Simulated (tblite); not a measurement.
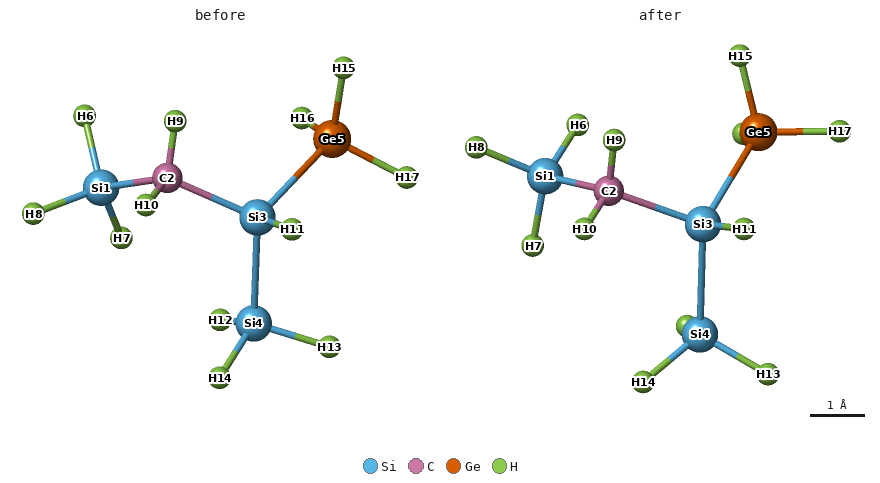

The structure of CH$_{12}$GeSi$_{3}$ before (left) and after (right) a relaxation, at one scale.

A ball-and-stick model, seen face on.

These are results of GFN2-xTB geometry optimisation, gas phase in tblite 0.8.0, not measurements. 

Q: Describe what moved and what it gained.

A: The energy falls by 12.5 kcal/mol in 168 geometry steps. The largest move after the best rigid fit is that of H8, 1.23 Å. Largest moves by element: H 1.23 Å, C 0.30 Å, Ge 0.29 Å, Si 0.24 Å. Among the contacts that change: Si3–Si4 2.218 → 2.322 Å, Si1–C2 1.831 → 1.900 Å, Ge5–H15 1.564 → 1.505 Å, Ge5–H17 1.564 → 1.505 Å. Among the angles between lasting bonds that change: Si3–Ge5–H17 107.3° → 115.6°, H16–Ge5–H17 109.6° → 102.0°, H15–Ge5–H17 109.0° → 102.2°. Groups turn about Si1–C2 by about 50°, Si3–Si4 by about 25°, Si3–Ge5 by about 25°.
